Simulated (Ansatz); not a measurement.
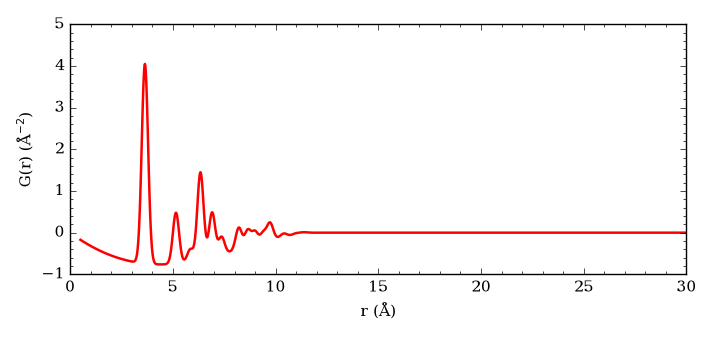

The curve is a calculated X-ray PDF: distances of the static structure, each pair weighted by the product of the atomic numbers (X-ray weights at Q = 0), broadened by Gaussians with σ = 0.15 Å, for spherical particles of Nd with the bulk structure: the bulk G(r) is multiplied by the envelope of a sphere of diameter D, 1 − 3r/2D + r³/2D³, with no surface relaxation. The number density is 0.029 atoms per Å³. Structure used: the input geometry of an electronic-structure calculation (not necessarily at equilibrium); the starting structure was generated, so it need not be a known form of this composition.

### How large are the particles?

About 12 Å (1.2 nm): the signal vanishes at r = D, fading from view somewhat earlier.

### Roughly how many atoms does one particle hold?

About 26 (number density 0.029 Å⁻³ times πD³/6).
